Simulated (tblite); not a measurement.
# C4H8O3SeSi2: the cost of one run

Computed with tblite 0.8.0 and PySCF 2.14.0, with density-fitted response routines of our own, on a single molecule in the gas phase. Atoms are numbered from 0 throughout.

## 1. The starting structure

18 atoms, charge 0, multiplicity 1; geometry from: force field or distance geometry start.

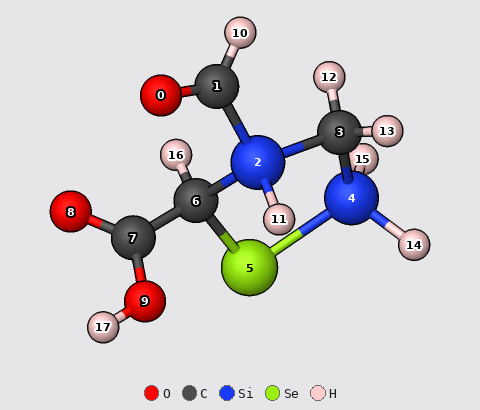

As it starts; oxygen red, carbon dark grey, silicon blue, selenium green, hydrogen pink, atoms numbered.

## 2. Relaxing the molecule with GFN2-xTB

Job settings and geometry (Å):

```
{"job": {"kind": "relax", "xc": "GFN2-xTB", "basis": "xTB"}, "charge": 0, "multiplicity": 1}
O      1.698100     1.919800     1.828700
C      0.525200     1.552900     1.769300
Si    -0.111800     0.766300     0.244700
C     -1.895400     0.276400     0.455900
Si    -2.194200    -1.113000    -0.740100
Se    -0.161900    -1.776400    -1.556000
C      0.793500    -0.812000    -0.146300
C      2.201500    -0.514800    -0.564800
O      3.165000    -0.840800     0.177700
O      2.433700     0.124300    -1.774400
H     -0.121100     1.672900     2.637300
H     -0.011800     1.692600    -0.893700
H     -2.050600    -0.108900     1.506000
H     -2.568200     1.123400     0.263100
H     -3.021300    -0.613700    -1.859800
H     -2.866200    -2.230500    -0.059500
H      0.794800    -1.445100     0.773600
H      3.382000     0.332900    -2.073600
```

Started as:

```console
$ OMP_NUM_THREADS=1 python probes_run.py task.json out
```

One launch serves the whole session: the jobs run in the order shown.

**Question.** How long does this first job take on 1 thread of Intel Xeon at 2.50GHz, shared host, and how much memory does it need?

About 4.8 s, with a peak of 0.18 GiB.
